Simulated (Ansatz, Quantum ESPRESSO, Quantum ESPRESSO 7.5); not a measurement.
**F-GaN-H chair, 1 layer: biaxial strain by an ASE script**

Aim: band edges, gap and stiffness of F-GaN-H chair, 1 layer under biaxial strain.

Calculated with Quantum ESPRESSO 7.5; plane-wave DFT, PBE, GBRV ultrasoft pseudopotentials (geometry by Ansatz 0.2.0 with PAW datasets; geometry under PBE).

## (1) The starting structure

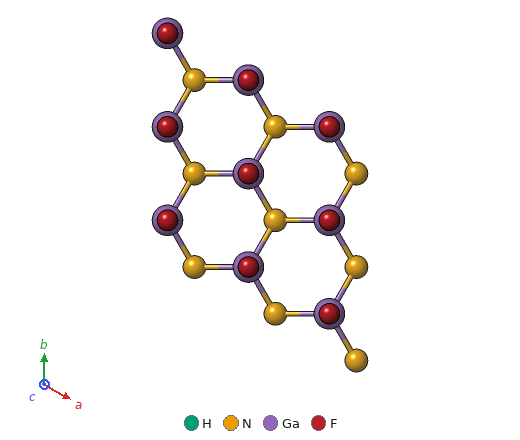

Start, viewed from above; hydrogen teal, nitrogen orange, gallium purple, fluorine red. 3×3×1 cells are drawn. H lies hidden behind other atoms in this view.

The cell holds 4 atoms: 1 H, 1 N, 1 Ga and 1 F. Cell: a = 3.184 Å, b = 3.184 Å, c = 18.453 Å, α = 90.0°, β = 90.0°, γ = 120.0°. Vacuum lies along c.

As a file:

```cif
data_structure
_symmetry_space_group_name_H-M 'P 1'
_symmetry_Int_Tables_number 1
_cell_length_a 3.1845
_cell_length_b 3.1845
_cell_length_c 18.4533
_cell_angle_alpha 90.000
_cell_angle_beta 90.000
_cell_angle_gamma 120.000
_cell_volume 162.06
loop_
_atom_site_label
_atom_site_type_symbol
_atom_site_fract_x
_atom_site_fract_y
_atom_site_fract_z
_atom_site_occupancy
H1 H 0.66667 0.33333 0.40643 1
N2 N 0.66667 0.33333 0.46171 1
Ga3 Ga 0.33333 0.66667 0.49657 1
F4 F 0.33333 0.66667 0.59357 1
```

This sheet is a model structure: its symmetry is held, and its stability is not tested here.

## (2) Relaxation with Ansatz

The geometry comes first, from a plane-wave PAW code, so that the later runs on this slab share one structure.

input.yaml reads:

```yaml
crystal:
  lattice:
    - [3.1845, 0.0, 0.0]
    - [-1.59225, 2.7578578984, 0.0]
    - [0.0, 0.0, 18.4533333333]
  atoms:
    - { symbol: H, position: [0.6666666667, 0.3333333333, 0.4064306358] }
    - { symbol: "N", position: [0.6666666667, 0.3333333333, 0.4617052023] }
    - { symbol: Ga, position: [0.3333333333, 0.6666666667, 0.4965679191] }
    - { symbol: F, position: [0.3333333333, 0.6666666667, 0.5935693642] }
kpoints:
  mp_grid: { grid: [12, 12, 1] }
hamiltonian:
  xc: pbe
scf:
  occupations: { method: fermi_dirac, width: 0.05 }
  convergence: { dr2_threshold: 1.0e-08 }
efield:
  axis: 3
  dipole_correction: true
  ramp_position: 0.97
  ramp_width: 0.04
relax:
  f_tol: 0.01
  cell: { fix: [c, alpha, beta] }
output:
  write_potential: true
  write_density: true
  volumetric_format: npy
```

Started as:

```sh
ansatz run input.yaml --threads 2 --pin off --max-ram 4096MiB --backend cpu --events-out ev --progress --plain --runs-dir out
```

Numbers of over 12 decimals in the logs are rounded to 6 here.

The program printed:

```text
Warning: relax.cell: scf.convergence.dr2_threshold = 1e-8 eV is looser than the 4e-10 eV advised for a relaxation that steers and ends on the stress (1e-10 eV for each atom of the cell: 4). What an SCF threshold leaves in a stress goes as its square root, and in the free energy as the threshold itself, and one threshold admits the most on a small cell: [figures from the program's tests cut] Set scf.convergence.dr2_threshold to 4e-10 eV or tighter. The threshold is an SCF's pass mark: one that does not reach it within its budget of iterations ends unconverged, or closes short of it on a stop that the run arms, and scf.convergence.dr2_threshold's page says what that costs each kind of run
Engine: ansatz 0.2.0, aarch64-unknown-linux-gnu
Pseudopotentials: kind: paw
Pseudopotential: H, paw, valence charge 1, recommended cutoff 420 eV (normal), H.paw.azcp
Pseudopotential: N, paw, valence charge 5, recommended cutoff 420 eV (normal), N.paw.azcp
Pseudopotential: Ga, paw, valence charge 13, recommended cutoff 420 eV (normal), Ga.paw.azcp
Pseudopotential: F, paw, valence charge 7, recommended cutoff 420 eV (normal), F.paw.azcp
Functional definition: PBE
  parameter kappa = 0.804
  parameter beta = 0.066725
  exchange = pbe_x(kappa = kappa, mu = beta*pi^2/3)
  correlation = pbe_c(beta = beta)
Crystal: 4 atoms, lattice volume = 162.065 Å³
Basis set: ecut = 420 eV, 3229 PW (Γ), exchange–correlation on 48×48×250 points (8 copies of the dense FFT grid, shifted against one another)
Bands: 17, of which v1, the nominal top of the filled ones, is band 13 counted from 1 (12 counted from 0)
Symmetry: 6 space group operations
Space group: P3m1 (ITA 156), of the structure as read, at distance tolerance 5.5e-5 Å
k-points: 19 of 144 (time reversal used)
Non-local potential: H, projectors of the file, l = 0: 2, l = 1: 1
Non-local potential: N, projectors of the file, l = 0: 2, l = 1: 2, l = 2: 1
Non-local potential: Ga, projectors of the file, l = 0: 2, l = 1: 2, l = 2: 3, l = 3: 1
Non-local potential: F, projectors of the file, l = 0: 2, l = 1: 2, l = 2: 1
PAW form: soft (Blöchl's): semilocal exchange-correlation on the pseudo side does not see the compensation charge
PAW one-centre angular grid: H, 110 points (default); XC on 64 Gauss nodes
PAW one-centre angular grid: N, 110 points (default); XC on 64 Gauss nodes
PAW one-centre angular grid: Ga, 590 points (default); XC on 64 Gauss nodes
PAW one-centre angular grid: F, 110 points (default); XC on 64 Gauss nodes
Initial density: superposition of atomic densities (neutral atoms: chi_scale 0, normalization atom), corrected by the library's trained network
Initial wavefunctions: pseudopotential atomic-orbital guess
Functional: x = pbe(κ = 0.804, μ = 0.219515), c = pbe(β = 0.066725)
SCF iter   1: F=—  HF=-4992.316683 eV  |F-HF|=—  |Δ(HF+E_count)|=         —  Δρ=1.64e-3  dr2=6.47e-3  ethr=1.77e-3  p=-0.358 e·Å  D=-3.99e-1 V/Å  ΔV_dip=7.37 eV  dr2_dipole=1.88e-3  V_vac-E_F(+/−)=9.92/2.55 eV  ⟨swp⟩=6.7  Hψ=1993  notcnv=0
efield: sawtooth ramp at fractional position 0.9700 (set: `efield.ramp_position`, or a place that a band, a saddle search or an elastic batch's reference lends), width 0.0400; the density the first Hamiltonian is built on has a dipole p = -0.358 e·Å; the dipole correction subtracts the counter field D = -3.99e-1 V/Å, which shifts the + side's vacuum level by +7.37 eV against the − side's; the planar-averaged density in the ramp window peaks in size at 2.8e-5 e/Å³
preconditioner: auto → none  [insulator: Δε(μ)=1.818 eV  Ē_g=15.134 eV  σ=0.050 eV  W_gap=1.00  n_scr=10 (ndim 8)  ℏωp=14.9 eV  f_vac=0.706  D(μ)=0.00/eV (n_scr^D=0)  ε∞_Penn≈2.0]
SCF iter   2: F=—  HF=-4992.319344 eV  |F-HF|=—  |Δ(HF+E_count)|=   2.66e-3  Δρ=1.34e-3  dr2=4.37e-3  ethr=2.49e-5  p=-0.387 e·Å  D=-4.32e-1 V/Å  ΔV_dip=7.97 eV  dr2_dipole=1.35e-4  V_vac-E_F(+/−)=10.11/2.15 eV  ⟨swp⟩=2.3  Hψ=773  notcnv=0
SCF iter   3: F=—  HF=-4992.319896 eV  |F-HF|=—  |Δ(HF+E_count)|=   5.52e-4  Δρ=1.25e-3  dr2=3.30e-3  ethr=1.68e-5  p=-0.380 e·Å  D=-4.24e-1 V/Å  ΔV_dip=7.82 eV  dr2_dipole=8.03e-4  V_vac-E_F(+/−)=10.03/2.21 eV  ⟨swp⟩=3.0  Hψ=689  notcnv=0
SCF iter   4: F=—  HF=-4992.319214 eV  |F-HF|=—  |Δ(HF+E_count)|=   6.82e-4  Δρ=2.52e-4  dr2=8.86e-5  ethr=1.27e-5  p=-0.392 e·Å  D=-4.37e-1 V/Å  ΔV_dip=8.07 eV  dr2_dipole=8.79e-7  V_vac-E_F(+/−)=10.12/2.05 eV  ⟨swp⟩=2.0  Hψ=463  notcnv=0
SCF iter   5: F=—  HF=-4992.319245 eV  |F-HF|=—  |Δ(HF+E_count)|=   3.06e-5  Δρ=6.97e-5  dr2=7.49e-6  ethr=3.41e-7  p=-0.393 e·Å  D=-4.39e-1 V/Å  ΔV_dip=8.09 eV  dr2_dipole=1.79e-7  V_vac-E_F(+/−)=10.12/2.03 eV  ⟨swp⟩=2.5  Hψ=743  notcnv=0
SCF iter   6: F=—  HF=-4992.319199 eV  |F-HF|=—  |Δ(HF+E_count)|=   4.55e-5  Δρ=2.69e-5  dr2=1.08e-6  ethr=2.88e-8  p=-0.393 e·Å  D=-4.39e-1 V/Å  ΔV_dip=8.10 eV  dr2_dipole=2.71e-8  V_vac-E_F(+/−)=10.12/2.03 eV  ⟨swp⟩=2.3  Hψ=559  notcnv=0
SCF iter   7: F=—  HF=-4992.319201 eV  |F-HF|=—  |Δ(HF+E_count)|=   2.24e-6  Δρ=8.63e-6  dr2=1.05e-7  ethr=4.16e-9  p=-0.393 e·Å  D=-4.39e-1 V/Å  ΔV_dip=8.10 eV  dr2_dipole=7.41e-9  V_vac-E_F(+/−)=10.12/2.03 eV  ⟨swp⟩=3.0  Hψ=665  notcnv=0
SCF iter   8: F=-4992.319202 eV  HF=-4992.319202 eV  |F-HF|=7.10e-9  |Δ(HF+E_count)|=   1.58e-7  Δρ=3.29e-6  dr2=8.43e-9  ethr=3.85e-11  p=-0.393 e·Å  D=-4.39e-1 V/Å  ΔV_dip=8.10 eV  dr2_dipole=2.25e-11  V_vac-E_F(+/−)=10.12/2.03 eV  ⟨swp⟩=8.0  Hψ=2521  notcnv=0
SCF 1 converged in 8 iterations: F = -4992.319202 eV  dr2 = 8.43e-9
  greatest PAW one-centre occupation: 0.996 electrons in one spin orbital (limit 2), on the Ga atom at site 2 (counted from 0), in its partial waves of l = 2
relax step   1: F+E_penalty+E_count = -4992.31920159 eV  Δ(F+E_penalty+E_count) = +0.000e0 eV  max|allowed force component| = 2.117e0 eV/Å  Δτ_max = 0.0000 Å  P = +0.741 GPa  Ω = 162.065 Å³  fix = [c, alpha, beta]  reactions: c -1.767 GPa  (8 SCF iters, accepted)
Crystal: 4 atoms, lattice volume = 165.972 Å³
Basis set: ecut = 420 eV, 3277 PW (Γ), exchange–correlation on 48×48×250 points (8 copies of the dense FFT grid, shifted against one another)
Initial density: handed on by an earlier stage of this run
Initial wavefunctions: those handed on with the density
iter 1 solved again at ethr=6.37e-5 eV; its pass at ethr=3.10e-3 eV (dr2=1.66e-2 eV) is discarded
SCF iter   1: F=—  HF=-4992.396420 eV  |F-HF|=—  |Δ(HF+E_count)|=         —  Δρ=3.14e-3  dr2=1.66e-2  ethr=6.37e-5  p=-0.403 e·Å  D=-4.39e-1 V/Å  ΔV_dip=8.10 eV  dr2_dipole=2.26e-3  V_vac-E_F(+/−)=10.16/2.06 eV  ⟨swp⟩=1.7  Hψ=2222  notcnv=0
[...]
relax step   5: F+E_penalty+E_count = -4992.41824548 eV  Δ(F+E_penalty+E_count) = -1.102e-2 eV  max|allowed force component| = 8.033e-3 eV/Å  Δτ_max = 0.0000 Å  P = +0.088 GPa  Ω = 169.511 Å³  fix = [c, alpha, beta]  reactions: c -0.020 GPa  stress off target by 1.42e-1 GPa on what of the cell is left free  SCF on the basis re-selected at this cell (its energy is not comparable with the rows above)  (8 SCF iters)
[...]
relax step   6: F+E_penalty+E_count = -4992.41778854 eV  Δ(F+E_penalty+E_count) = +4.569e-4 eV  max|allowed force component| = 7.567e-3 eV/Å  Δτ_max = 0.0016 Å  P = +0.012 GPa  Ω = 170.267 Å³  energy of the carried Pulay correction = -8.253e-4 eV  fix = [c, alpha, beta]  reactions: c +0.008 GPa  (6 SCF iters, accepted)
iter 1 solved again at ethr=1.09e-7 eV; its pass at ethr=3.10e-3 eV (dr2=2.82e-5 eV) is discarded
SCF iter   1: F=—  HF=-4992.418206 eV  |F-HF|=—  |Δ(HF+E_count)|=         —  Δρ=4.25e-5  dr2=1.83e-7  ethr=1.09e-7  p=-0.369 e·Å  D=-3.92e-1 V/Å  ΔV_dip=7.24 eV  dr2_dipole=7.88e-10  V_vac-E_F(+/−)=9.76/2.53 eV  ⟨swp⟩=4.0  Hψ=3072  notcnv=0
efield: sawtooth ramp at fractional position 0.9700 (set: `efield.ramp_position`, or a place that a band, a saddle search or an elastic batch's reference lends), width 0.0400; the density the first Hamiltonian is built on has a dipole p = -0.369 e·Å; the dipole correction subtracts the counter field D = -3.92e-1 V/Å, which shifts the + side's vacuum level by +7.24 eV against the − side's; the planar-averaged density in the ramp window peaks in size at 6.6e-6 e/Å³
preconditioner: auto → none  [insulator: Δε(μ)=2.332 eV  Ē_g=15.011 eV  σ=0.050 eV  W_gap=1.00  n_scr=10 (ndim 8)  ℏωp=14.5 eV  f_vac=0.710  D(μ)=0.00/eV (n_scr^D=0)  ε∞_Penn≈1.9]
SCF iter   2: F=—  HF=-4992.418461 eV  |F-HF|=—  |Δ(HF+E_count)|=   2.55e-4  Δρ=2.10e-5  dr2=7.59e-8  ethr=7.03e-10  p=-0.369 e·Å  D=-3.92e-1 V/Å  ΔV_dip=7.24 eV  dr2_dipole=2.25e-9  V_vac-E_F(+/−)=9.76/2.53 eV  ⟨swp⟩=3.0  Hψ=662  notcnv=0
SCF iter   3: F=—  HF=-4992.418549 eV  |F-HF|=—  |Δ(HF+E_count)|=   8.84e-5  Δρ=1.02e-5  dr2=3.27e-8  ethr=2.92e-10  p=-0.369 e·Å  D=-3.92e-1 V/Å  ΔV_dip=7.24 eV  dr2_dipole=3.13e-9  V_vac-E_F(+/−)=9.76/2.53 eV  ⟨swp⟩=3.2  Hψ=679  notcnv=0
iter 4 met the thresholds in force, and the SCF goes on: an eigenvalue changes by 16.17 meV, over its tolerance of 3.16 meV (output.eigenvalues, Limitations)
SCF iter   4: F=-4992.418590 eV  HF=-4992.418586 eV  |F-HF|=3.94e-6  |Δ(HF+E_count)|=   3.64e-5  Δρ=2.78e-6  dr2=9.70e-9  ethr=3.85e-11  p=-0.369 e·Å  D=-3.92e-1 V/Å  ΔV_dip=7.24 eV  dr2_dipole=1.19e-9  V_vac-E_F(+/−)=9.77/2.53 eV  ⟨swp⟩=10.8  Hψ=2795  notcnv=0
iter 5 met the thresholds in force, and the SCF goes on: an eigenvalue changes by 4.33 meV, over its tolerance of 3.16 meV (output.eigenvalues, Limitations)
SCF iter   5: F=-4992.418590 eV  HF=-4992.418589 eV  |F-HF|=1.19e-6  |Δ(HF+E_count)|=   2.76e-6  Δρ=7.65e-7  dr2=3.67e-10  ethr=3.73e-11  p=-0.369 e·Å  D=-3.92e-1 V/Å  ΔV_dip=7.24 eV  dr2_dipole=6.11e-12  V_vac-E_F(+/−)=9.77/2.53 eV  ⟨swp⟩=8.9  Hψ=2489  notcnv=0
Mixer restart at iter 5: flushing history
SCF iter   6: F=-4992.418590 eV  HF=-4992.418590 eV  |F-HF|=3.41e-10  |Δ(HF+E_count)|=   1.19e-6  Δρ=4.06e-7  dr2=3.64e-10  ethr=1.41e-12  p=-0.369 e·Å  D=-3.92e-1 V/Å  ΔV_dip=7.24 eV  dr2_dipole=1.35e-11  V_vac-E_F(+/−)=9.77/2.53 eV  ⟨swp⟩=7.9  Hψ=2374  notcnv=0
SCF 7 converged in 6 iterations: F = -4992.418590 eV  dr2 = 3.64e-10
relax step   7: F+E_penalty+E_count = -4992.41858970 eV  Δ(F+E_penalty+E_count) = -8.012e-4 eV  max|allowed force component| = 7.388e-3 eV/Å  Δτ_max = 0.0000 Å  P = +0.015 GPa  Ω = 170.267 Å³  fix = [c, alpha, beta]  reactions: c +0.007 GPa  stress off target by 1.86e-2 GPa on what of the cell is left free  SCF on the basis re-selected at this cell (its energy is not comparable with the rows above)  (6 SCF iters)
basis re-selected at this cell: Δ(F+E_penalty+E_count) = -8.012e-4 eV, ΔP = +0.003 GPa vs the last step (what re-selecting the basis moved, of the pressure what is left beyond the Pulay correction that the steps carried, after the strain that the cell walked since its last selection, with what the two solves' SCF thresholds leave and, on support functions, any second-order correction that the steps lacked; it is no m [...]
WARN: The output density's exchange-correlation potential varies sharply where the density is thin. Do not read a vacuum level from v_tot or v_xc, or from such a field of the output density. On a cell that repeats whose density bears no net charge and no dipole along the vacuum's axis use v_es (v_loc + v_h of the components); under efield.dipole_correction with no amplitude use v_es + v_field, which holds any externa [...]
SCF converged after 6 iterations
an eigenvalue changed by more than its tolerance at an iteration that met the thresholds in force, so the SCF went on 2 times, its first undamped step at iteration 5: the last check found none over its tolerance
Free energy (F): -4992.418590 eV
Harris-Foulkes:  -4992.418590 eV  (|F-HF|=3.41e-10)
Internal energy: -4992.418590 eV  (E = F + TS)
E sigma→0 (E₀):  -4992.418590 eV
Fermi energy:    -3.268674 eV
Dipole field:    D = -0.392164 V/Å  (p = -0.369007 e·Å, saw-weighted, corrected)
Work function:   Φ+ = 9.7658 eV   Φ− = 2.5291 eV
Levels:          The Fermi level and band energies are counted from a zero that moves with the ramp; work functions are not
--- Per-component energies (eV) ---
  E_band       = -340.626614
  E_kinetic    = 464.938383
  E_local      = -16088.698913  (includes V_loc(G=0)·N_el)
  E_nonlocal   = 550.713103
  E_hartree    = 7740.111050
  E_xc         = -215.677988
  E_vxc        = -245.414851  (∫ρ·V_xc dr)
  E_paw        = -2322.946086  (= ΣΔE_a)
  E_vpaw       = -506.831151  (= ΣTr[D̂ρ^β])
  E_aug_tail   = 0.000758  (compensation charges beyond the density's cutoff)
  E_efield     = 0.072356  (sawtooth field / dipole correction)
  E_vefield    = 4.444233  (∫n·V_field dr)
  E_ewald      = 4879.068747
  E_smearing   = -0.000000  (= −TS)
  E_closure    = -0.000000  (closes the sum)
  Σ components = -4992.418590   (vs F -4992.418590, Δ=0.00e0)
--- Forces (eV/Å), atoms counted from 1 ---
  atom   1  H      0.00000000     0.00000000    -0.00736902
  atom   2  N      0.00000000    -0.00000000     0.00450442
  atom   3  Ga     0.00000000     0.00000000     0.00472651
  atom   4  F      0.00000000     0.00000000    -0.00178603
  max |Σ_I F_I| component: 7.59e-5 eV/Å
--- Stress (GPa, compression-positive) ---
        0.018591      -0.000000       0.000000
        0.000000       0.018591       0.000000
       -0.000000       0.000000       0.007068
  P = ⅓ Tr σ = 0.0147 GPa (0.147 kbar)
--- Band table (eV; the first three rows and the last of 19) ---
  k-point 0: bands = [... 9 lower, -5.1616, -5.1616, -4.4983, -4.4983, -2.1692, -0.5863, 0.5111, 2.4685]
  k-point 1: bands = [... 9 lower, -5.4853, -5.2469, -4.6567, -4.5129, -1.8871, -0.3655, 0.6650, 2.5814]
  k-point 2: bands = [... 9 lower, -6.0147, -5.4726, -4.8909, -4.5500, -1.3437, 0.1895, 1.0955, 2.8566]
  k-point 18: bands = [... 9 lower, -8.1294, -6.2137, -5.2219, -5.1608, 3.1433, 3.4181, 3.4457, 3.4559]
--- Relaxed structure (5 steps of the walk, 5 accepted, 2 SCFs on fresh bases) ---
  F+E_penalty+E_count = -4992.41858970 eV   max|allowed force component| = 7.388e-3 eV/Å   (the final SCF, on the basis selected at the relaxed cell)
  cell:  # Å, volume = 170.2665 Å³
    - [3.264088, 5.89071946198356e-18, 0]
    - [-1.632044, 2.826783, 0]
    - [0, 0, 18.4533333333]
  atoms:
    - { symbol: H, position: [0.666667, 0.333333, 0.406332] }
    - { symbol: N, position: [0.666667, 0.333333, 0.461939] }
    - { symbol: Ga, position: [0.333333, 0.666667, 0.498014] }
    - { symbol: F, position: [0.333333, 0.666667, 0.591988] }
```

Elapsed: 21 s, on 2 threads of Arm Neoverse V2, shared host; peak memory 0.43 GiB; 35 s of CPU time.

Step by step:

```csv
step,energy less that of the first step (eV),largest force component (eV/Å),pressure (GPa),volume (Å³)
1,0.0000,2.1170,0.74,162.06
2,-0.0719,0.9727,0.29,165.97
3,-0.0880,0.1095,0.10,169.24
4,-0.0880,0.0079,-0.01,169.51
5*,-0.0990,0.0080,0.09,169.51
6,-0.0986,0.0076,0.01,170.27
7*,-0.0994,0.0074,0.01,170.27
```

Relaxation steps marked * repeat the geometry before them on a plane-wave basis chosen anew for their cell, so energy and pressure can jump there.

Forces are held to the 6 operations that the run works with; a distortion that breaks them can't arise in this run.

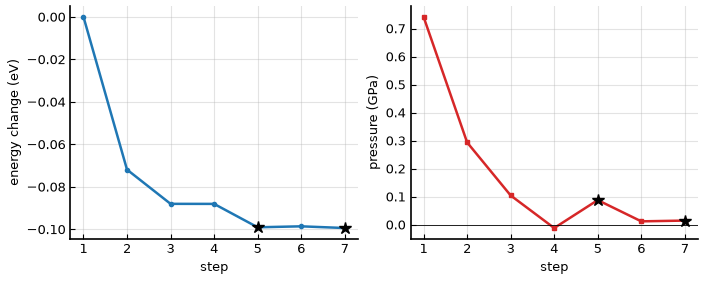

Energy and pressure along the relaxation. Stars mark steps on a basis chosen anew.

```csv
cell as run,before,after,change
a (Å),3.184,3.264,+2.5 %
b (Å),3.184,3.264,+2.5 %
```

The atoms that moved most (Å, along periodic axes as changes of fractional coordinates times the final cell, across vacuum about the mean position):

```csv
atom,dx,dy,dz,length
F4,0.000,0.000,-0.029,0.029
Ga3,0.000,0.000,0.027,0.027
```

Read from the output:

```
free energy                                                      : -4992.4186 eV
Fermi energy                                                     : -3.269 eV
gap by band count                                                : 2.329 eV
symmetry operations                                              : 6
dipole along the normal                                          : -0.3690 e·Å
vacuum level at the upper face over a Fermi level inside the gap : 9.766 eV
vacuum level at the lower face over a Fermi level inside the gap : 2.529 eV
```

[end of part 1 of 2]

[Logs are printed without paths, hosts, clocks, repeated set-up lines and the standing remarks that a program may print on its own settings, such as how far it seeks lower states.]

[Hosts, paths, dates, database ids (printed as entryN), source tags and the programs' standing remarks are cut or masked in the printed files.]

[Maps of the electrostatic potential energy from Ansatz leave out the sawtooth potential of an applied field or a dipole correction, so their vacuum need not be flat; planar profiles and work functions include it.]
